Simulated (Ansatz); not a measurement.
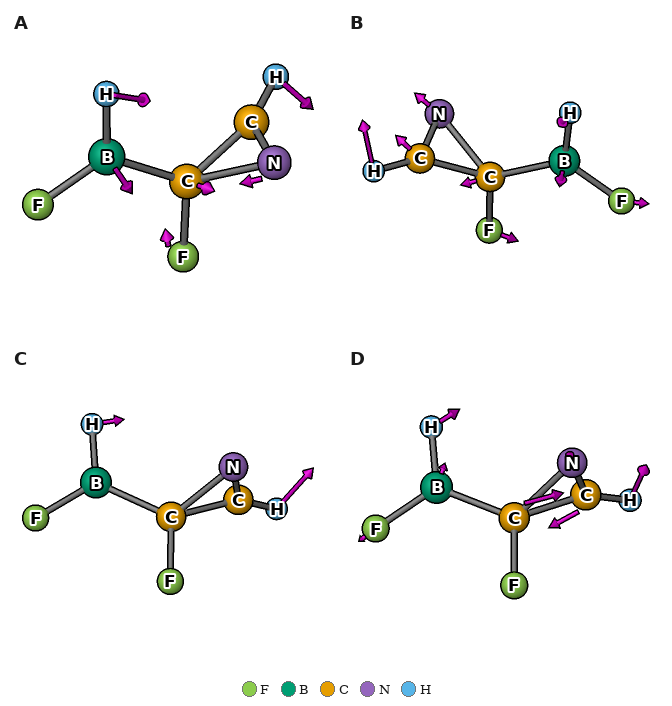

4 normal modes of one molecule or complex, as arrows. Harmonic vibrations computed with RKS PBE0-D4/def2-TZVP (Ansatz 0.2.0) at a stationary point of the same level.

> Match the panels to the wavenumbers 513 cm⁻¹, 770 cm⁻¹, 1032 cm⁻¹, 1272 cm⁻¹.

A: 770 cm⁻¹
B: 513 cm⁻¹, angle bending
C: 1032 cm⁻¹
D: 1272 cm⁻¹
